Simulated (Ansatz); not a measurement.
**One shape, several levels: SiH2OF (SMILES O[SiH]F)**

Aim: a comparison of 6 runs (U-r2SCAN0/STO-3G, U-wB97M-V/STO-3G, U-wB97X/STO-3G, UPBE/STO-3G, UPBE0/STO-3G, UCCSDT(Q)/STO-3G) of SiH2OF. 

The calculation is run with Ansatz 0.2.0.

65 further runs of the same task are left out: 5 that didn't finish, 60 set aside as unsound or not needed.

## (1) The system as given

SiH2OF has 5 atoms, charge 0, and is taken as a doublet. SMILES: `O[SiH]F`. The Si2–O1 distance was set to 2.046 Å, away from the relaxed value.

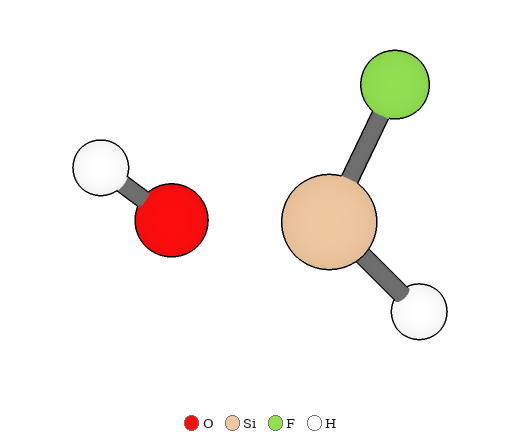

Viewed from a chosen angle; oxygen red, silicon light orange, fluorine green, hydrogen white.

## (2) A single-point energy at U-r2SCAN0/STO-3G (run 1)

job.yaml reads:

```yaml
crystal:
  periodic: [false, false, false]
  atoms:
    - {symbol: O, position_ang: [-0.839948, -1.167141, -0.468627]}
    - {symbol: Si, position_ang: [0.283900, 0.245700, 0.493100]}
    - {symbol: F, position_ang: [0.207000, 1.646500, -0.283100]}
    - {symbol: H, position_ang: [-1.789248, -1.047641, -0.530327]}
    - {symbol: H, position_ang: [1.688800, -0.242600, 0.404400]}
basis:
  gaussian:
    orbitals: STO-3G
magnetization:
  spin_polarized: true
  initial_magnetization: 1
hamiltonian:
  xc: {name: r2SCAN0}
accuracy: high
```

On the command line:

```
$ ansatz run job.yaml --threads 1 --pin off --max-ram 2610MiB --events-out events.jsonl --progress --plain --runs-dir runs
```

What it wrote:

```text
Warning: RAYON_NUM_THREADS=1 ignored (pool sized by the plan → 1); use --threads N
Functional definition: r2SCAN0
  name "r2SCAN0"
  parameter a = 0.25
  parameter k0 = 0.174
  parameter k1 = 0.065
  parameter a1 = 4.9479
  exchange = (1 - a)*r2scan_x(k0 = k0, k1 = k1, a1 = a1) + a*exact_x
  correlation = r2scan_c
378 factors; integrals over basis functions are off by at most 4.5e-8 eV
mean field evaluation 1: about -12506.5021 eV, gradient 2.0e1 eV
mean field evaluation 2: about -12489.4812 eV, gradient 5.2e1 eV
mean field evaluation 4: about -12509.9033 eV, gradient 2.0e0 eV
mean field evaluation 8: about -12509.9479 eV, gradient 1.5e-1 eV
mean field evaluation 16: about -12509.9489 eV, gradient 9.8e-5 eV
mean field -12509.94885169 eV, -459.7321407516 hartree, gradient 1.1e-8 eV, S^2 0.768140; 0 other end points of the search recorded, 0 dependent functions left out
reference -12509.94885227 eV, -459.7321407731 hartree; 17, 16 occupied and 4, 5 virtual orbitals, 378 factors
Total energy: -12509.94885227 eV, -459.7321407731 hartree
```

It took 6 s on 1 thread of Arm Neoverse V1, shared host; peak memory 0.24 GiB.

## (3) A single-point energy at U-wB97M-V/STO-3G (run 2)

in.yaml reads:

```yaml
crystal:
  periodic: [false, false, false]
  atoms:
    - symbol: O
      position_ang: [-0.839948, -1.167141, -0.468627]
    - symbol: Si
      position_ang: [0.283900, 0.245700, 0.493100]
    - symbol: F
      position_ang: [0.207000, 1.646500, -0.283100]
    - symbol: H
      position_ang: [-1.789248, -1.047641, -0.530327]
    - symbol: H
      position_ang: [1.688800, -0.242600, 0.404400]
basis:
  gaussian:
    orbitals: STO-3G
magnetization:
  spin_polarized: true
  initial_magnetization: 1
hamiltonian:
  xc: {name: wB97M-V}
accuracy: high
```

On the command line:

```
$ ansatz run in.yaml --threads 1 --pin off --max-ram 2610MiB --events-out events.jsonl --progress --plain --runs-dir runs
```

What it wrote (excerpt; [...] marks lines left out):

```text
Warning: RAYON_NUM_THREADS=1 ignored (pool sized by the plan → 1); use --threads N
Functional definition: wB97M-V
  name "wB97M-V"
[...]
  gx(w, u) = 1 - cx + cx01*u + cx10*w
  gss(w, u) = css00 + css04*u^4 + css10*w + css20*w^2 + css43*w^4*u^3
  gos(w, u) = cos00 + cos10*w + (cos20 + cos21*u)*w^2 + (cos60 + cos61*u)*w^6
[...]
      + integral(e_c_pw_mod_opposite_spin*gos(b97_w_opposite, b97_u_opposite)) + vv10(b, c)
378 factors; integrals over basis functions are off by at most 4.5e-8 eV
150 factors; integrals over basis functions are off by at most 1.2e-9 eV
[...]
mean field -12512.74584147 eV, -459.8349282303 hartree, gradient 4.6e-8 eV, S^2 0.762630; 0 other end points of the search recorded, 0 dependent functions left out
reference -12512.74584372 eV, -459.8349283130 hartree; 17, 16 occupied and 4, 5 virtual orbitals, 378 factors
Total energy: -12512.74584372 eV, -459.8349283130 hartree
```

It took 33 s on 1 thread of Arm Neoverse V1, shared host; peak memory 0.52 GiB.

Runs 3 to 4 aren't shown in full; the table further down has their settings and results.

## (4) The energy at UPBE0/STO-3G (run 5)

molecule.yaml reads:

```yaml
basis:
  gaussian:
    orbitals: STO-3G
crystal:
  periodic: [false, false, false]
  atoms:
    - {symbol: O, position_ang: [-0.839948, -1.167141, -0.468627]}
    - {symbol: Si, position_ang: [0.283900, 0.245700, 0.493100]}
    - {symbol: F, position_ang: [0.207000, 1.646500, -0.283100]}
    - {symbol: H, position_ang: [-1.789248, -1.047641, -0.530327]}
    - {symbol: H, position_ang: [1.688800, -0.242600, 0.404400]}
magnetization:
  spin_polarized: true
  initial_magnetization: 1
hamiltonian:
  xc: {name: PBE0}
accuracy: high
```

On the command line:

```
$ ansatz run molecule.yaml --threads 1 --pin off --max-ram 2610MiB --events-out events.jsonl --progress --plain --runs-dir runs
```

What it wrote:

```text
Warning: RAYON_NUM_THREADS=1 ignored (pool sized by the plan → 1); use --threads N
Functional definition: PBE0
  name "PBE0"
  parameter a = 0.25
  parameter kappa = 0.804
  parameter beta = 0.06672455060314922
  exchange = (1 - a)*pbe_x(kappa = kappa, mu = beta*pi^2/3) + a*exact_x
  correlation = pbe_c(beta = beta)
378 factors; integrals over basis functions are off by at most 4.5e-8 eV
mean field evaluation 1: about -12501.3459 eV, gradient 2.0e1 eV
mean field evaluation 2: about -12480.9780 eV, gradient 5.5e1 eV
mean field evaluation 4: about -12504.7703 eV, gradient 2.2e0 eV
mean field evaluation 8: about -12504.8226 eV, gradient 1.3e-1 eV
mean field evaluation 16: about -12504.8231 eV, gradient 4.3e-5 eV
mean field -12504.82313390 eV, -459.5437740971 hartree, gradient 4.8e-8 eV, S^2 0.762839; 0 other end points of the search recorded, 0 dependent functions left out
reference -12504.82313520 eV, -459.5437741451 hartree; 17, 16 occupied and 4, 5 virtual orbitals, 378 factors
Total energy: -12504.82313520 eV, -459.5437741451 hartree
```

Run time: 2.2 s. Hardware: 1 thread of Arm Neoverse V1, shared host; peak memory 0.13 GiB.

## (5) A single-point energy at UCCSDT(Q)/STO-3G (run 6)

job.yaml reads:

```yaml
crystal:
  periodic: [false, false, false]
  atoms:
    - symbol: O
      position_ang: [-0.839948, -1.167141, -0.468627]
    - symbol: Si
      position_ang: [0.283900, 0.245700, 0.493100]
    - symbol: F
      position_ang: [0.207000, 1.646500, -0.283100]
    - symbol: H
      position_ang: [-1.789248, -1.047641, -0.530327]
    - symbol: H
      position_ang: [1.688800, -0.242600, 0.404400]
basis:
  gaussian:
    orbitals: STO-3G
total_charge: 0
magnetization:
  spin_polarized: true
  initial_magnetization: 1
correlation:
  method: ccsdt_q
  frozen_orbitals: {F: 1, H: 0, O: 1, Si: 5}
accuracy: high
scf:
  omitted_lower_state_checks: [cluster_reference, increment]
```

On the command line:

```
$ ansatz run job.yaml --threads 1 --pin off --max-ram 2610MiB --events-out events.jsonl --progress --plain --runs-dir runs
```

What it wrote (excerpt; [...] marks lines left out):

```text
Warning: RAYON_NUM_THREADS=1 ignored (pool sized by the plan → 1); use --threads N
Functional definition: HF
  name "HF"
[...]
378 factors; integrals over basis functions are off by at most 4.5e-8 eV
[...]
mean field -12478.05264868 eV, -458.5599769110 hartree, gradient 3.8e-8 eV, S^2 0.871028; 2 other end points of the search recorded, 0 dependent functions left out
7 core orbitals not correlated: weight in the atoms' cores, before any rotation towards them, 1.000 or more for the frozen orbitals, at most 0.000 for the correlated occupied ones
reference -12478.05264868 eV, -458.5599769110 hartree; 10, 9 occupied and 4, 5 virtual orbitals, 378 factors
second order -2.13396422 eV of doubles, -0.00000000 eV of singles
cycle   1  -2.55966498 eV  change   -4.3e-1 eV  update   9.9e-2
[...]
cycle  40  -3.28560399 eV  change   -1.1e-9 eV  update   1.3e-9
perturbative correction -0.00928439 eV, -0.0003411950 hartree
Total energy: -12481.34753705 eV, -458.6810618256 hartree
Checks for a lower state left out: cluster_reference, increment
```

Run time: 2.3 s. Hardware: 1 thread of Arm Neoverse V1, shared host; peak memory 0.13 GiB.

## (6) Overview of the runs

| run | level | frozen core orbitals | energy (Eh) | ⟨S²⟩ | wall time |
| --- | --- | --- | --- | --- | --- |
| 1 | U-r2SCAN0/STO-3G | – | -459.732141 | 0.768 | 6 s |
| 2 | U-wB97M-V/STO-3G | – | -459.834928 | 0.763 | 33 s |
| 3 | U-wB97X/STO-3G | – | -459.774710 | 0.767 | 12 s |
| 4 | UPBE/STO-3G | – | -459.481807 | 0.753 | 2.1 s |
| 5 | UPBE0/STO-3G | – | -459.543774 | 0.763 | 2.2 s |
| 6 | UCCSDT(Q)/STO-3G | 7 | -458.681062 | 0.871 | 2.3 s |

## (7) Results

| quantity | value |
| --- | --- |
| run 6: total energy | -458.68106 Eh |
| run 6: correlation energy (7 core orbitals frozen) | -121.1 mEh |
| run 6: ⟨S²⟩ of the reference determinant | 0.871 |
| run 6: T1 diagnostic | 0.036 |

What this shows: Totals of different functionals can't be ranked against each other. In runs 1, 2, 3, 4, 5, 6 the basis is minimal, so the values are rough. Spin contamination of the reference: run 6 ⟨S²⟩ = 0.87. All runs together took 57 s, the longest 33 s.
